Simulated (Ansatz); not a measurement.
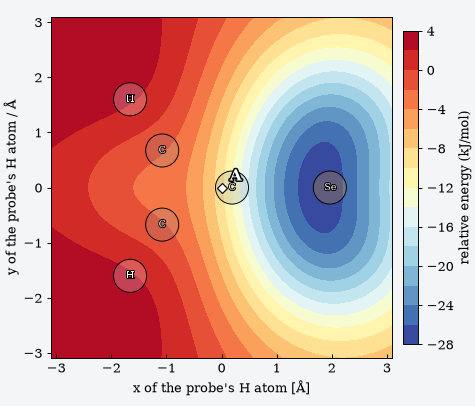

C₃H₂Se (SMILES [Se]=c1cc1) with the probe HF. The probe is moved over a plane parallel to the molecule's main plane, 2.50 Å above it. Coordinates scanned: (1) x of the probe's H atom; (2) y of the probe's H atom. Nothing is relaxed (molecule and probe rigid, the probe upright with H nearest the plane). The scan uses an 11 × 11 grid; 87 points were computed and 34 follow by symmetry. Energies: kJ/mol, counted from molecule and probe far apart, each relaxed in its own basis (no counterpoise correction). Theory: RKS PBE-D4/def2-SVPD (Ansatz).

Drawn: filled contours, labelled circles for the molecule's atoms, projected on the plane, the point A. Between grid points the surface is interpolated.

### Which way does the force act at A, and how strong is it?

A, at x of the probe's H atom = 0.00 Å, y of the probe's H atom = 0.00 Å, is not a stationary point. The computed force is 0.13 eV/Å in the plane, pointing right in the picture (components 0.13 and 0.00 eV/Å).
